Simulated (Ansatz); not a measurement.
## InP (zinc blende), frozen-phonon scan

InP (zinc blende)

```
InP
1.0
    0.00000     5.90701     5.90701
    2.95351     2.95351     5.90701
    2.95351     2.95351     0.00000
P In
2 2
Direct
  0.00000   0.75000   0.75000
  0.50000   0.75000   0.75000
  0.00000   0.00000   0.00000
  0.50000   0.00000   0.00000
```

The atoms are displaced by Q × the pattern below (from a DFPT mode at X = (0.5, 0.5, 0.0), largest move 1; Q in Å), at fixed cell. It is one choice among 2 degenerate patterns. (q is in reciprocal vectors of the primitive cell; the cell shown is doubled to hold the pattern.)

| atom | x | y | z |
|---|---|---|---|
| P1 | 0.000 | -1.000 | 0.000 |
| P2 | 0.000 | 1.000 | 0.000 |
| In3 | 0.198 | 0.000 | 0.000 |
| In4 | -0.198 | 0.000 | 0.000 |

Computed with r2SCAN (plane waves to 500 eV, PAW, scalar-relativistic; Ansatz, an electronic-structure program). k mesh 10×10×10 (Γ-centred), Fermi-Dirac smearing 0.05 eV. E stands for the smeared free energy. InP was relaxed with its symmetry unable to fall. ΔE is measured from the undisplaced structure.

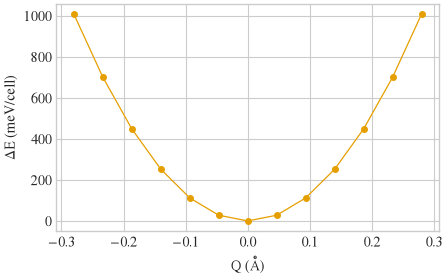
Fig. 1. ΔE (meV/cell) against Q (Å); markers are the computed points, lines only join them.

The energy at Q = 0.280 Å is 1008 meV/cell. Wavenumber by perturbation theory (DFPT, on another k mesh): 314 cm⁻¹. Shape of the curve: a single well with its minimum at or next to zero displacement. Space group of the distorted cell: C222_1 (No. 20), lowered from F-43m. Harmonic wavenumber from the curvature (finite differences): 314 cm⁻¹.

E″ = 25.76 eV/Å², M = Σ mᵢ|uᵢ|² = 70.9 u, ν̃ = 521.5·√(|E″|/M).

(For displaced atoms, the force is minus the slope of the energy, and its curvature is a force constant, which sets phonon frequencies.)
